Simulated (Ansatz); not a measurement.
# SnTe (SMILES [Sn][Te]) at 6 levels

Wanted: a comparison of 6 runs (B3LYP/STO-3G, BHLYP/STO-3G, UB3LYP/STO-3G, r2SCAN0/STO-3G, revPBE/STO-3G, UMP2/STO-3G) of SnTe. 

Program for the calculation: Ansatz 0.2.0.

48 further runs of the same task are left out: 11 that didn't finish, 37 set aside as unsound or not needed.

### Step 1. The system as given

SnTe: 2 atoms, total charge 0, spin state singlet. SMILES: `[Sn][Te]`. The Te2–Sn1 distance was set to 6.342 Å, away from the relaxed value.

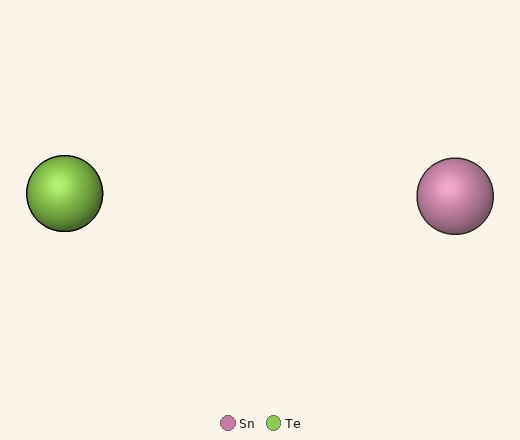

Viewed from a chosen angle; tin pink, tellurium green.

### Step 2. The energy at B3LYP/STO-3G (run 1)

File molecule.yaml:

```yaml
crystal:
  periodic: [false, false, false]
  atoms:
    - symbol: Sn
      position_ang: [0.000000, 0.000000, -3.805130]
    - symbol: Te
      position_ang: [0.000000, 0.000000, 2.536770]
basis:
  gaussian: {orbitals: STO-3G}
magnetization: {spin_polarized: false}
hamiltonian: {xc: {name: B3LYP}}
accuracy: high
```

Started as:

```console
$ ansatz run molecule.yaml --threads 1 --pin off --max-ram 2610MiB --events-out events.jsonl --progress --plain --runs-dir runs
```

Log:

```text
Warning: RAYON_NUM_THREADS=1 ignored (pool sized by the plan → 1); use --threads N
Functional definition: B3LYP
  name "B3LYP"
  parameter a0 = 0.2
  parameter ax = 0.72
  parameter ac = 0.81
  exchange = (1 - a0 - ax)*slater_x + ax*b88_x + a0*exact_x
  correlation = (1 - ac)*vwn_rpa_c + ac*lyp_c
750 factors; integrals over basis functions are off by at most 4.5e-9 eV
mean field evaluation 1: about -340512.1983 eV, gradient 4.1e0 eV
mean field evaluation 2: about -340405.1634 eV, gradient 1.2e1 eV
mean field evaluation 4: about -340511.6178 eV, gradient 1.1e1 eV
mean field evaluation 8: about -340530.7271 eV, gradient 1.9e0 eV
mean field evaluation 16: about -340530.8467 eV, gradient 7.5e-2 eV
mean field evaluation 32: about -340530.8545 eV, gradient 7.5e-7 eV
mean field evaluation 64: about -340530.8545 eV, gradient 2.0e-3 eV
mean field evaluation 96: about -340530.8075 eV, gradient 8.8e-1 eV
mean field evaluation 128: about -340530.8528 eV, gradient 7.7e-6 eV
mean field evaluation 160: about -340529.2971 eV, gradient 6.5e0 eV
mean field evaluation 192: about -340530.8505 eV, gradient 4.5e-2 eV
mean field evaluation 224: about -340530.7832 eV, gradient 3.8e0 eV
mean field -340530.85454789 eV, -12514.2780845315 hartree, gradient 1.4e-8 eV, S^2 0.000000; 10 other end points of the search recorded, 0 dependent functions left out
reference -340530.85458613 eV, -12514.2780859369 hartree; 51, 51 occupied and 3, 3 virtual orbitals, 750 factors
Total energy: -340530.85458613 eV, -12514.2780859369 hartree
```

Wall time 9.9 s (1 thread of AMD EPYC 9R45 (Zen 5), shared host); peak memory 0.21 GiB.

### Step 3. A single-point energy at BHLYP/STO-3G (run 2)

Changes to molecule.yaml since step 2:

```diff
@@ -8,5 +8,6 @@
 basis:
-  gaussian: {orbitals: STO-3G}
-magnetization: {spin_polarized: false}
-hamiltonian: {xc: {name: B3LYP}}
+  gaussian:
+    orbitals: STO-3G
+hamiltonian:
+  xc: {name: BHLYP}
 accuracy: high
```

Started as:

```console
$ ansatz run molecule.yaml --threads 1 --pin off --max-ram 2610MiB --events-out events.jsonl --progress --plain --runs-dir runs
```

Log:

```text
Warning: RAYON_NUM_THREADS=1 ignored (pool sized by the plan → 1); use --threads N
Functional definition: BHLYP
  name "BHLYP"
  parameter a = 0.5
  exchange = (1 - a)*b88_x + a*exact_x
  correlation = lyp_c
750 factors; integrals over basis functions are off by at most 4.5e-9 eV
mean field evaluation 1: about -340523.2290 eV, gradient 3.7e0 eV
mean field evaluation 2: about -340416.2919 eV, gradient 1.1e1 eV
mean field evaluation 4: about -340522.6104 eV, gradient 1.1e1 eV
mean field evaluation 8: about -340540.9918 eV, gradient 3.4e0 eV
mean field evaluation 16: about -340541.2203 eV, gradient 1.5e-8 eV
mean field evaluation 32: about -340541.2323 eV, gradient 2.3e-2 eV
mean field evaluation 64: about -340541.2413 eV, gradient 2.7e-2 eV
mean field -340541.24444086 eV, -12514.6599060556 hartree, gradient 3.0e-8 eV, S^2 0.000000; 5 other end points of the search recorded, 0 dependent functions left out
reference -340541.24446701 eV, -12514.6599070168 hartree; 51, 51 occupied and 3, 3 virtual orbitals, 750 factors
Total energy: -340541.24446701 eV, -12514.6599070168 hartree
```

Wall time 4.2 s (1 thread of AMD EPYC 9R45 (Zen 5), shared host); peak memory 0.21 GiB.

Runs 3 to 5 aren't shown in full; the table further down has their settings and results.

### Step 4. A single-point energy at UMP2/STO-3G (run 6)

File input.yaml:

```yaml
crystal:
  periodic: [false, false, false]
  atoms:
    - symbol: Sn
      position_ang: [0.000000, 0.000000, -3.805130]
    - symbol: Te
      position_ang: [0.000000, 0.000000, 2.536770]
basis:
  gaussian: {orbitals: STO-3G}
total_charge: 0
magnetization: {spin_polarized: true, initial_magnetization: 0}
correlation: {method: mp2, frozen_orbitals: {Sn: 18, Te: 18}}
accuracy: high
```

Started as:

```console
$ ansatz run input.yaml --threads 1 --pin off --max-ram 2610MiB --events-out events.jsonl --progress --plain --runs-dir runs
```

Log, shortened:

```text
Warning: RAYON_NUM_THREADS=1 ignored (pool sized by the plan → 1); use --threads N
Functional definition: HF
  name "HF"
[...]
750 factors; integrals over basis functions are off by at most 4.5e-9 eV
[...]
mean field -340423.38584973 eV, -12510.3286827191 hartree, gradient 1.0e-8 eV, S^2 2.000009; 19 other end points of the search recorded, 0 dependent functions left out
36 core orbitals not correlated: weight in the atoms' cores, before any rotation towards them, 1.000 or more for the frozen orbitals, at most 0.000 for the correlated occupied ones
reference -340423.38584973 eV, -12510.3286827191 hartree; 15, 15 occupied and 3, 3 virtual orbitals, 750 factors
second order -0.20034822 eV of doubles, -0.00000000 eV of singles
Total energy: -340423.58619795 eV, -12510.3360453803 hartree
```

Wall time 13 s (1 thread of AMD EPYC 9R45 (Zen 5), shared host); peak memory 0.38 GiB.

### Step 5. Overview of the runs

```tsv
run	level	frozen core orbitals	energy (Eh)	wall time
1	B3LYP/STO-3G	–	-12514.278086	9.9 s
2	BHLYP/STO-3G	–	-12514.659907	4.2 s
3	UB3LYP/STO-3G	–	-12514.366473	45 s
4	r2SCAN0/STO-3G	–	-12514.868585	29 s
5	revPBE/STO-3G	–	-12513.626389	11 s
6	UMP2/STO-3G	36	-12510.336045	13 s
```

### Step 6. Results

| quantity | value |
| --- | --- |
| run 6: total energy | -12510.33605 Eh |
| run 6: correlation energy (36 core orbitals frozen) | -7.4 mEh |
| run 6: ⟨S²⟩ of the reference determinant | 2.000 |

Totals of different functionals can't be ranked against each other. In runs 1, 2, 3, 4, 5, 6 the basis is minimal, so the values are rough. In runs 1, 2, 4, 5 a closed-shell determinant meets a far-stretched bond, which it describes badly. In runs 1, 2, 3, 4, 5, 6 relativity is left out where basis or elements ask for it. Spin contamination of the reference: run 6 ⟨S²⟩ = 2.00, run 3 ⟨S²⟩ = 1.87. Where it is this large, the reference is a mixture of spin states, and values that rest on it are in doubt. All runs together took 1.9 min, the longest 45 s.
